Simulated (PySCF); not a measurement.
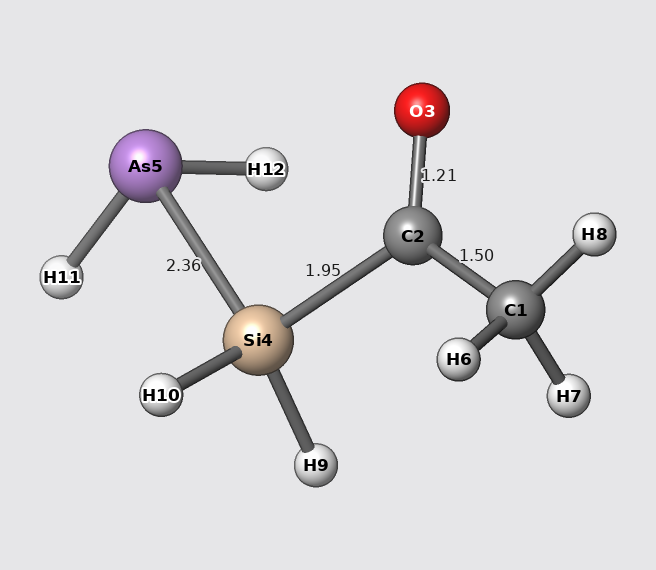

Bond lengths are marked in Å; every bond is drawn as one stick. The computed structure is the end point of a PBE0-D3(BJ)/def2-SVP optimisation. No frequency run is at hand to confirm it as a minimum.

Question: Which of the marked bonds are single, double, triple or aromatic?

Answer: C1–C2 single; C2–O3 double; C2–Si4 single; Si4–As5 single.

Question: Write the SMILES.

Answer: CC(=O)[SiH2][AsH2]
